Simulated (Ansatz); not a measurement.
# C2HSi (charge −1): what the fields show

Input file:

```
crystal:
  periodic: [false, false, false]
  atoms:
    - {symbol: C, position_ang: [-0.155945, -0.936938, 0.608249]}
    - {symbol: Si, position_ang: [1.369880, 0.263811, 0.592251]}
    - {symbol: C, position_ang: [-0.260403, 0.137308, -0.226234]}
    - {symbol: H, position_ang: [-0.962313, 0.371364, -1.014171]}
basis:
  gaussian: {orbitals: "def2-TZVPPD.json"}
total_charge: -1
hamiltonian: {xc: pbe0, dispersion: d4}
output: {forces: true, orbitals: {seedname: orbitals}}
```

Command:

```sh
ansatz run in.yaml --threads 2 --pin off --events-out ev --progress --plain --max-ram 3481MiB
```

Geometry: a frame of the PBE0-D4/def2-SVPD trajectory; the highest occupied orbital lies above zero, a sign that basis and functional describe the outermost electron poorly; not at a stationary point (largest force 1.3 eV/Å).

Method: RKS PBE0-D4/def2-TZVPPD in Ansatz 0.2.0.

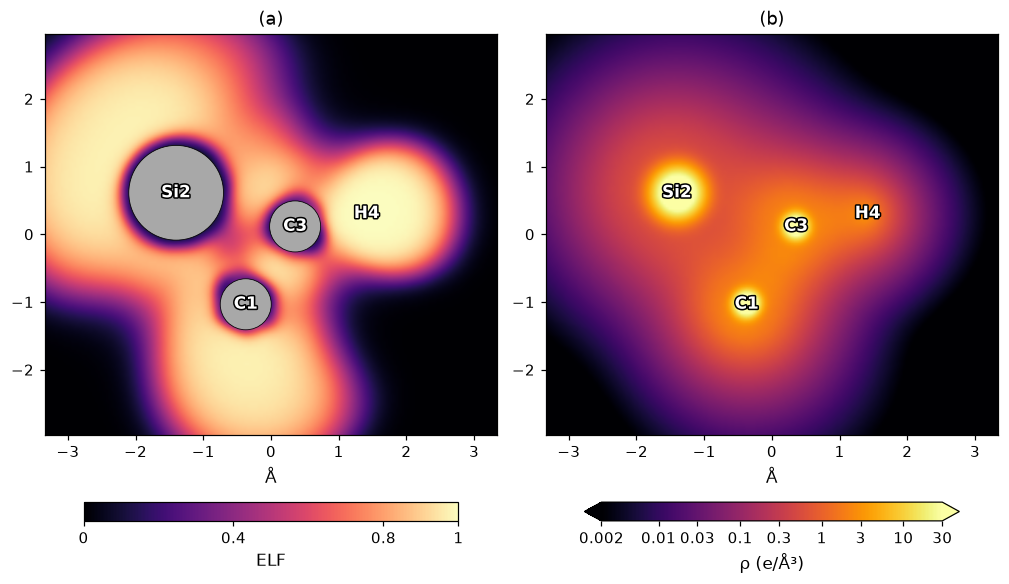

Figure 1. (a) electron localisation function; (b) total electron density on the molecular plane. Grey discs cover the atomic cores in the ELF map.

Describe what can be read from this map.

- The section cuts through C, Si and H sites.
- C–C (1.36 Å): the density is about 2.2 e/Å³ at the midpoint; the ELF peaks at about 0.90 between the atoms, as expected for localised, covalent bonding.
- C–Si (1.83 Å): the density is about 0.86 e/Å³ at the midpoint; the ELF peaks at about 0.80 between the atoms: a shared electron pair.
- C–H (1.08 Å): ρ at the midpoint is about 2 e/Å³; the ELF climbs to about 1 towards the hydrogen, as it does in any bond to H: an ordinary covalent bond to hydrogen.
- C–Si (1.94 Å): ρ is about 0.77 e/Å³ halfway; the ELF peaks at about 0.75 between the atoms.
- The ELF also peaks beside C1 and Si2, away from the bonds: lone-pair regions.

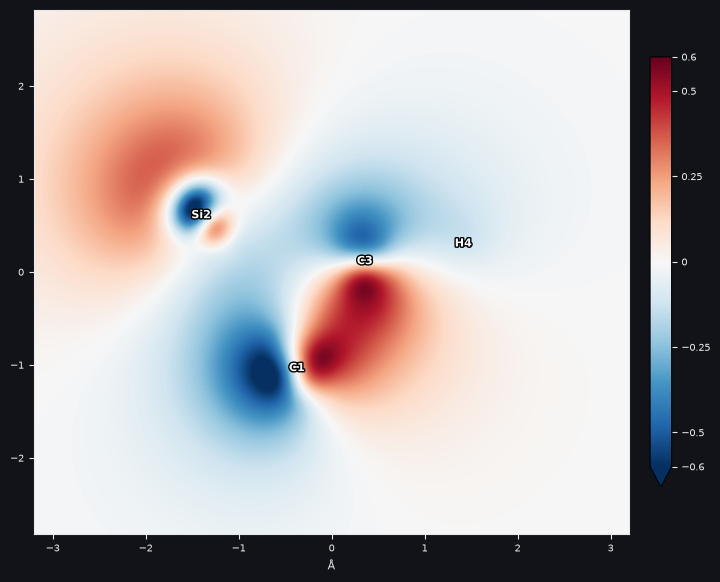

Figure 2. The HOMO−1 on the molecular plane (values in Å⁻³ᐟ²; the overall sign is arbitrary).

Where does this orbital lie, and at what energy?

By Hirshfeld shares it lies mainly on Si2 (about 50 %), C1 (about 30 %) and C3 (about 20 %). Its energy is −1.30 eV.

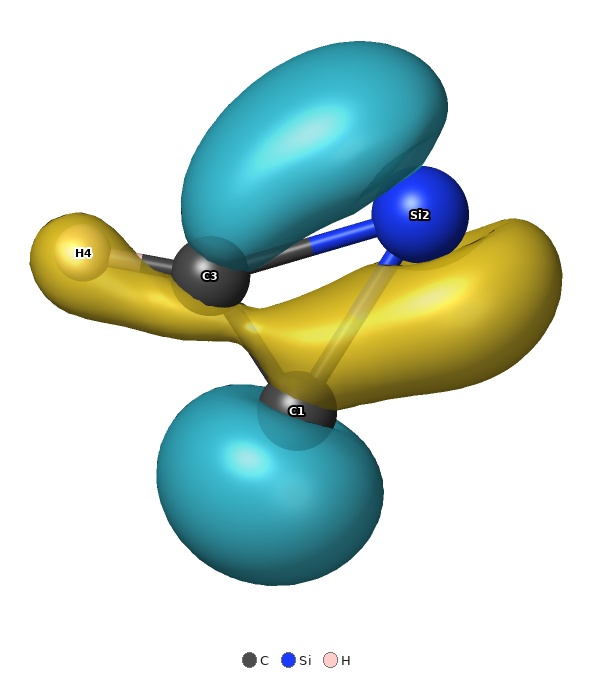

Figure 3. The HOMO at ±0.15 Å⁻³ᐟ² (yellow and cyan are the two phases), seen across its widest extent.

Where does this orbital lie, and at what energy?

By Hirshfeld shares it lies mainly on C1 (about 45 %), Si2 (about 40 %) and C3 (about 15 %). Its energy is 0.45 eV.
